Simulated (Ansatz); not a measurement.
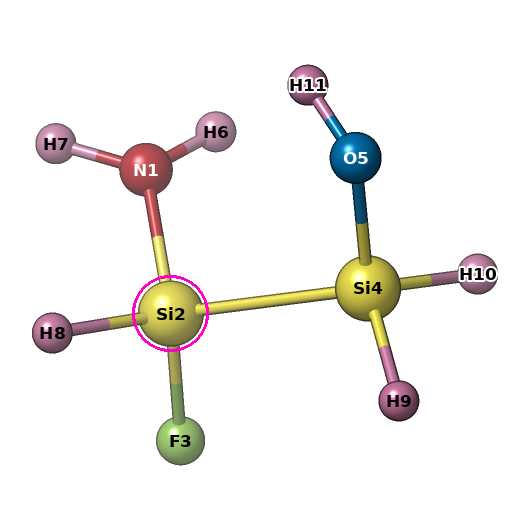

Depth is shown by fading: the farther an atom, the more it takes the colour of the background. Circles mark the stereogenic atoms. The computed structure is the end point of a PBE0-D4/def2-TZVP optimisation. No frequency run is at hand to confirm it as a minimum.

**Give the R/S and E/Z labels.**

Si2: S (priorities Si4 > F3 > N1 > H8).
